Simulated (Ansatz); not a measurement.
# Debugging a many-body input for SiO2 (Quartz)

What is wrong with this input for SiO2 (Quartz)?

Program: Ansatz 0.2.0. Level of theory: G0W0 on LDA, plane waves, PAW. Results are calculated unless marked as measured.

## (1) The starting structure

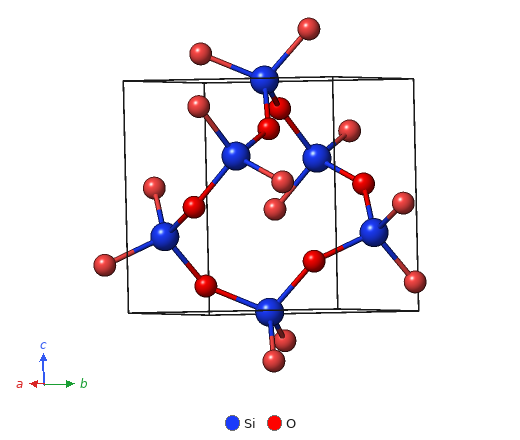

The cell as given, slightly off an axis (silicon blue, oxygen red). Some periodic images of atoms are drawn too.

As a file:

```cif
data_structure
_symmetry_space_group_name_H-M 'P3_121'
_symmetry_Int_Tables_number 152
_cell_length_a 4.9158
_cell_length_b 4.9158
_cell_length_c 5.4091
_cell_angle_alpha 90.000
_cell_angle_beta 90.000
_cell_angle_gamma 120.000
_cell_volume 113.20
loop_
_atom_site_label
_atom_site_type_symbol
_atom_site_symmetry_multiplicity
_atom_site_Wyckoff_symbol
_atom_site_fract_x
_atom_site_fract_y
_atom_site_fract_z
_atom_site_occupancy
Si1 Si 3 a 0.53030 0.00000 0.33333 1
O1 O 6 c 0.14620 0.41420 0.88100 1
```

The cell and positions come from the Crystallography Open Database and are kept as given unless a step says otherwise. The default PAW set here is soft_2. Its files were made with PBE.

## (2) First try

input.yaml

```yaml
crystal:
  lattice:
    - [4.9158, 0.0, 0.0]
    - [-2.4579, 4.2572076799, 0.0]
    - [0.0, 0.0, 5.4091]
  atoms:
    - { symbol: Si, position: [0.5303, 0.0, 0.3333333333] }
    - { symbol: Si, position: [0.0, 0.5303, 0.6666666667] }
    - { symbol: Si, position: [0.4697, 0.4697, 0.0] }
    - { symbol: O, position: [0.1462, 0.4142, 0.881] }
    - { symbol: O, position: [0.5858, 0.732, 0.2143333333] }
    - { symbol: O, position: [0.268, 0.8538, 0.5476666667] }
    - { symbol: O, position: [0.4142, 0.1462, 0.119] }
    - { symbol: O, position: [0.732, 0.5858, 0.7856666667] }
    - { symbol: O, position: [0.8538, 0.268, 0.4523333333] }
kpoints:
  mp_grid: { grid: [6, 6, 2] }
hamiltonian:
  xc: lda
scf:
  occupations: { method: fixed }
gw:
  n_empty_bands: 4
  ecut_chi: 40
  qp_bands: [v3, c3]
  qp_kpoints: band_edges
  screening: { model: contour_deformation }
```

On the command line:

```console
> ansatz run input.yaml --threads 3 --pin off --max-ram 92160MiB --backend cuda --events-out ev --progress --plain --runs-dir out --devices 1 --max-vram 13GiB
```

Numbers of over 12 decimals in the logs are rounded to 6 here.

The program printed:

```text
GPUs: using 1 of 1 available (devices: 1).
Engine: ansatz 0.2.0, x86_64-unknown-linux-gnu
Pseudopotentials: kind: paw
Pseudopotential: Si, paw, valence charge 4, recommended cutoff 420 eV (normal), Si.paw.azcp
Pseudopotential: O, paw, valence charge 6, recommended cutoff 420 eV (normal), O.paw.azcp
Functional definition: SPW92
  exchange = slater_x
  correlation = pw_c
device memory: the entry about to start is reckoned to put 1.8 GiB on a device that reports 38.4 GiB free (of which the cap on the GPU budget leaves the run 13.0 GiB)
GPU FFT provider: cuFFT
GPU libraries: cuBLAS 13.8.2, cuFFT 12.4.0, cuSOLVER 12.3.4
Crystal: 9 atoms, lattice volume = 113.199 Å³
Basis set: ecut = 420 eV, 2209 PW (Γ)
Bands: 33, of which v1, the nominal top of the filled ones, is band 24 counted from 1 (23 counted from 0)
Symmetry: 6 space group operations
Space group: P3121 (ITA 152), of the structure as read, at distance tolerance 4.8e-5 Å
k-points: 14 of 72 (time reversal used)
Non-local potential: Si, projectors of the file, l = 0: 2, l = 1: 2, l = 2: 2
Non-local potential: O, projectors of the file, l = 0: 2, l = 1: 2, l = 2: 1
PAW form: soft (Blöchl's): semilocal exchange-correlation on the pseudo side does not see the compensation charge
PAW frozen core: Si, regenerated for the run's functional, and the local potential with it (the file was generated under x = pbe(κ = 0.804, μ = 0.219515), c = pbe(β = 0.066725))
PAW frozen core: O, regenerated for the run's functional, and the local potential with it (the file was generated under x = pbe(κ = 0.804, μ = 0.219515), c = pbe(β = 0.066725))
PAW one-centre angular grid: Si, 110 points (default); XC on 64 Gauss nodes
PAW one-centre angular grid: O, 110 points (default); XC on 64 Gauss nodes
Initial density: superposition of atomic densities (neutral atoms: chi_scale 0, normalization atom), corrected by the library's trained network
Initial wavefunctions: pseudopotential atomic-orbital guess
GPU buffer pool allocated for 51840 grid points (all kernels)
GPU transforms: local potential and band sums: pruned to the plane-wave sphere, on 36×36×40
Functional: x = slater, c = lda
SCF iter   1: F=—  HF=-5168.209496 eV  |F-HF|=—  |Δ(HF+E_count)|=         —  Δρ=1.40e-2  dr2=1.99e-1  ethr=1.77e-3  ⟨swp⟩=4.9  Hψ=2117  notcnv=0  defer=85
preconditioner: auto → Resta (q_TF=auto, 2.365 Å⁻¹)  ε∞=3.1  [insulator: Δε(μ)=5.589 eV  Ē_g=16.591 eV  n_scr=22 (ndim 8)  ℏωp=24.2 eV  f_vac=0.113  ε∞_Penn≈3.1]
SCF iter   2: F=—  HF=-5168.152882 eV  |F-HF|=—  |Δ(HF+E_count)|=   5.66e-2  Δρ=3.69e-3  dr2=5.63e-3  ethr=4.14e-4  ⟨swp⟩=2.0  Hψ=830  notcnv=0  defer=94
SCF iter   3: F=—  HF=-5168.151443 eV  |F-HF|=—  |Δ(HF+E_count)|=   1.44e-3  Δρ=1.72e-3  dr2=2.08e-3  ethr=1.17e-5  ⟨swp⟩=2.1  Hψ=703  notcnv=0  defer=96
SCF iter   4: F=—  HF=-5168.150879 eV  |F-HF|=—  |Δ(HF+E_count)|=   5.64e-4  Δρ=1.53e-4  dr2=3.34e-5  ethr=4.33e-6  ⟨swp⟩=3.0  Hψ=703  notcnv=0  defer=96
SCF iter   5: F=—  HF=-5168.150894 eV  |F-HF|=—  |Δ(HF+E_count)|=   1.47e-5  Δρ=2.44e-5  dr2=6.17e-7  ethr=6.97e-8  ⟨swp⟩=2.1  Hψ=760  notcnv=0  defer=61
SCF iter   6: F=-5168.150894 eV  HF=-5168.150894 eV  |F-HF|=2.66e-8  |Δ(HF+E_count)|=   4.22e-7  Δρ=4.88e-6  dr2=2.26e-8  ethr=2.08e-10  ⟨swp⟩=11.2  Hψ=2021  notcnv=0
SCF 1 converged in 6 iterations: F = -5168.150894 eV  dr2 = 2.26e-8
[...]
device memory: the entry about to start is reckoned to put 2.5 GiB on a device that reports 36.0 GiB free (of which the cap on the GPU budget leaves the run 13.0 GiB)
NSCF: frozen V_eff on 14 k-points
[...]
device memory: the entry about to start is reckoned to put 1.6 GiB on a device that reports 36.3 GiB free (of which the cap on the GPU budget leaves the run 13.0 GiB)
NSCF: frozen V_eff on 14 k-points
G₀W₀ screening: q 1/14
[... further progress lines ...]
SCF converged after 6 iterations
Free energy (F): -5168.150894 eV
Harris-Foulkes:  -5168.150894 eV  (|F-HF|=2.66e-8)
Internal energy: -5168.150894 eV  (E = F + TS)
E sigma→0 (E₀):  -5168.150894 eV
Fermi energy:    2.193598 eV
--- Per-component energies (eV) ---
  E_band       = -219.877939
  E_kinetic    = 1202.098130
  E_local      = -2959.181686  (includes V_loc(G=0)·N_el)
  E_nonlocal   = 376.738180
  E_hartree    = 1052.126113
  E_xc         = -602.558496
  E_vxc        = -705.166219  (∫ρ·V_xc dr)
  E_paw        = -2349.248697  (= ΣΔE_a)
  E_vpaw       = -238.635227  (= ΣTr[D̂ρ^β])
  E_aug_tail   = 0.015944  (compensation charges beyond the density's cutoff)
  E_ewald      = -1888.974903
  E_core_change = 0.834521  (= ΣΔE_core)
  E_smearing   = -0.000000  (= −TS)
  E_closure    = 0.000000  (closes the sum)
  Σ components = -5168.150894   (vs F -5168.150894, Δ=0.00e0)
--- Band table (eV; the first three rows and the last of 14) ---
  k-point 0: bands = [... 20 lower, 1.1786, 1.5004, 1.8685, 1.8685, 7.9425, 11.2106, 11.2106, 11.6843, ... 5 higher]
  k-point 1: bands = [... 20 lower, 0.9653, 1.9803, 1.9803, 2.1040, 9.8854, 9.8854, 10.8930, 11.6746, ... 5 higher]
  k-point 2: bands = [... 20 lower, 1.1787, 1.3983, 1.9268, 1.9623, 8.3667, 11.2009, 11.2636, 11.7186, ... 5 higher]
  k-point 13: bands = [... 20 lower, 1.2425, 1.4178, 1.5954, 1.5954, 11.0662, 11.6831, 11.6831, 12.0188, ... 5 higher]
--- G₀W₀: contour deformation, 4 samples at zero and on the imaginary axis and 1 off it, 72 q-points, 4 empty bands' worth ---
  eigenvalues of the whole cell's RPA ε∞ on this k-mesh (on a slab, of 1 + 4πα/V) = 1.5941, 1.5941, 1.6348; static W/v taken at q = 0 is 0.611695
  bands read: the sum over 28 bands ends inside a degenerate multiplet in 3 slots, whose members it reads at an even weight; the widest, k=0: bands 28 to 29 (counted from 1) at 1/2 each
  gw.qp_kpoints: band_edges: 13 of 14 stored k-points solved, in 1 pass; an edge of the gap read off the rows below is read off those points alone
    valence top: of the k-points left out ik 13 came nearest to being solved in a further pass, in band 23 (counted from 1, as in the quasiparticle table): it holds the edge there only if its correction is more favourable than any solved in that band by at least 0.604 eV; those differ by 0.041 eV
    conduction bottom: of the k-points left out ik 13 came nearest to being solved in a further pass, in band 25 (counted from 1, as in the quasiparticle table): it holds the edge there only if its correction is more favourable than any solved in that band by at least 3.124 eV; those differ by 1.408 eV
  `?` marks the rows in doubt; gw_qp.tsv's column doubts and the gw_qp event give each row's grounds
    ik  band        ε_KS         Σx   Σc(E_QP)       V_xc       Z   E_QP_lin       E_QP  E_QP is
     0    22      1.5004   -26.2725     2.9649   -20.3813  0.8547    -1.5524    -1.4259  root ?
     0    23      1.8685   -26.1725     2.9077   -20.4056  0.8569    -1.1066    -0.9907  root ?
     0    24      1.8685   -26.1725     2.9077   -20.4056  0.8569    -1.1066    -0.9907  root ?
     0    25      7.9425    -7.7322    -1.4856   -12.7239  0.9157    11.5442    11.4486  root
     0    26     11.2106    -6.5882    -1.4182   -12.4366  0.9233    15.8198    15.6408  root ?
     0    27     11.2106    -6.5882    -1.4182   -12.4366  0.9233    15.8198    15.6408  root ?
     1    22      1.9803   -26.6874     2.9201   -20.8748  0.8578    -1.0285    -0.9122  root ?
     1    23      1.9803   -26.6874     2.9201   -20.8748  0.8578    -1.0285    -0.9122  root ?
     1    24      2.1040   -26.6691     2.9077   -20.8887  0.8583    -0.8823    -0.7686  root ?
     1    25      9.8854    -8.6353    -1.4806   -13.9698  0.9130    13.8739    13.7392  root ?
     1    26      9.8854    -8.6353    -1.4806   -13.9698  0.9130    13.8739    13.7392  root ?
     1    27     10.8930    -4.4379    -1.3555   -10.0259  0.9288    15.2720    15.1255  root ?
     2    22      1.3983   -26.1361     2.9753   -20.2332  0.8540    -1.6578    -1.5293  root ?
     2    23      1.9268   -26.3934     2.9171   -20.6034  0.8572    -1.0622    -0.9460  root ?
     2    24      1.9623   -26.3750     2.9074   -20.6041  0.8576    -1.0159    -0.9012  root ?
[...]
12    23      1.7546   -26.5047     2.9556   -20.6542  0.8557    -1.2609    -1.1402  root ?
    12    24      2.1936   -26.7561     2.8903   -21.0127  0.8594    -0.7695    -0.6595  root ?
    12    25     10.8653    -8.3570    -1.4667   -14.0745  0.9170    15.2978    15.1161  root ?
    12    26     10.8653    -8.3570    -1.4667   -14.0745  0.9170    15.2978    15.1161  root ?
    12    27     11.3436    -8.6458    -1.4997   -14.3697  0.9139    15.7559    15.5678  root ?
```

Elapsed: 14 s, on 1 × NVIDIA H100 80GB HBM3 (shared by 6 runs) with 3 threads of AMD EPYC 7R13 (Zen 3), shared host; peak memory 1 GiB.

Q: What is the fault?

The run ended normally, though the input holds a fault or crude settings.

The fault: four empty bands in G0W0. The sums over empty states are cut off almost at the gap, so screening and correlation are far from complete.

It printed a gap of 12.11 eV, which is an artefact of the settings.

## (3) A better input

G0W0 replaces the xc potential by the self-energy, built once from these orbitals. Only a window of levels is corrected, while the sums run over the empty bands that the input names.

input.yaml, as its differences from that of step 2:

```diff
@@ -16,3 +16,3 @@
 kpoints:
-  mp_grid: { grid: [6, 6, 2] }
+  mp_grid: { grid: [6, 6, 4] }
 hamiltonian:
@@ -22,4 +22,4 @@
 gw:
-  n_empty_bands: 4
-  ecut_chi: 40
+  n_empty_bands: 288
+  ecut_chi: 108
   qp_bands: [v3, c3]
```

The program printed:

```text
GPUs: using 1 of 1 available (devices: 1).
[...]
GPU FFT provider: cuFFT
GPU libraries: cuBLAS 13.8.2, cuFFT 12.4.0, cuSOLVER 12.3.4
Crystal: 9 atoms, lattice volume = 113.199 Å³
Basis set: ecut = 420 eV, 2209 PW (Γ)
Bands: 33, of which v1, the nominal top of the filled ones, is band 24 counted from 1 (23 counted from 0)
[... 1 set-up line as in the run before ...]
[...]
k-points: 24 of 144 (time reversal used)
[...]
GPU buffer pool allocated for 51840 grid points (all kernels)
[...]
SCF iter   1: F=—  HF=-5168.209528 eV  |F-HF|=—  |Δ(HF+E_count)|=         —  Δρ=1.40e-2  dr2=1.99e-1  ethr=1.77e-3  ⟨swp⟩=5.0  Hψ=3657  notcnv=0  defer=147
[...]
SCF iter   6: F=-5168.150843 eV  HF=-5168.150843 eV  |F-HF|=2.56e-8  |Δ(HF+E_count)|=   4.31e-7  Δρ=4.95e-6  dr2=2.34e-8  ethr=2.08e-10  ⟨swp⟩=11.3  Hψ=3463  notcnv=0
SCF 1 converged in 6 iterations: F = -5168.150843 eV  dr2 = 2.34e-8
[...]
0    22      1.5004   -26.2764     4.3255   -20.3813  0.8038    -0.0904    -0.0691  root
     0    23      1.8685   -26.1664     4.2399   -20.4056  0.8055     0.3284     0.3477  root
     0    24      1.8685   -26.1664     4.2399   -20.4056  0.8055     0.3284     0.3477  root
     0    25      7.9425    -7.7374    -3.4705   -12.7240  0.8656     9.4703     9.4585  root
     0    26     11.2105    -6.5907    -3.9562   -12.4367  0.8564    13.1232    13.1003  root
     0    27     11.2105    -6.5907    -3.9562   -12.4367  0.8564    13.1232    13.1003  root
     1    22      1.6552   -26.3975     4.3170   -20.5319  0.8042     0.0861     0.1066  root
     1    23      1.9661   -26.4774     4.2881   -20.6731  0.8048     0.4307     0.4499  root
[...]
22    24      1.9901   -26.4853     4.2678   -20.7140  0.8054     0.4680     0.4866  root
    22    25     10.9360    -9.7613    -4.0973   -15.9739  0.8456    13.0812    13.0512  root
    22    26     11.1274    -7.0481    -3.7244   -12.5429  0.8561    12.9178    12.8977  root
    22    27     11.5275    -8.4874    -3.8132   -14.2635  0.8480    13.5163    13.4903  root
[key lines of the parts left out:]
SCF converged after 6 iterations
Free energy (F): -5168.150843 eV
Fermi energy:    2.193630 eV
```

Elapsed: 66 s, on 1 × NVIDIA H100 80GB HBM3 (shared by 6 runs) with 3 threads; peak memory 1.7 GiB.

Numbers from this step:

- bands summed: 312
- RPA ε∞ on this mesh (eigenvalues): 2.406, 2.406, 2.437
- plane waves in the screening matrix: 303
- q-points in the mesh: 144
- G0W0 gap on the mesh: 8.736 eV
- k of the valence top: 0.3333, 0.3333, 0
- k of the conduction bottom: 0, 0, 0
- starting gap on the mesh: 5.749 eV
- Z at the valence top: 0.8057
- Z at the conduction bottom: 0.8656
- least direct G0W0 gap on the computed points: 9.111 eV

The gap on the mesh goes from 5.75 eV to 8.74 eV, a correction of +2.99 eV. Between the two edge states, bare exchange in place of the xc potential would open the gap by 10.72 eV, and correlation takes back 7.74 eV.

## (4) What came out

```json
{
 "first try": "converged after 14 s",
 "better run": "G0W0 gap on the mesh 8.74 eV (6×6×4 mesh, 288 empty bands, screening to 108 eV)"
}
```

In words: The second run differs in: mesh, empty bands and screening cutoff (eV). Bands and cutoff are finite, so the gap is not at the basis limit. The miss can reach some tenths of an eV and take either sign; the mesh is an error of its own.

[Paths, hosts, dates, memory and timing lines, banners, echoed tables and standing remarks are left out of the program output.]

[Logs are printed without paths, hosts, clocks, repeated set-up lines and the standing remarks that a program may print on its own settings, such as how far it seeks lower states.]

[Runs of the session that timed out or met a known fault of the program may be left out.]

[Cells called generated may have been cut or substituted from an entry of the Crystallography Open Database or the Materials Project.]

[Hosts, paths, dates, database ids (printed as entryN), source tags and the programs' standing remarks are cut or masked in the printed files.]
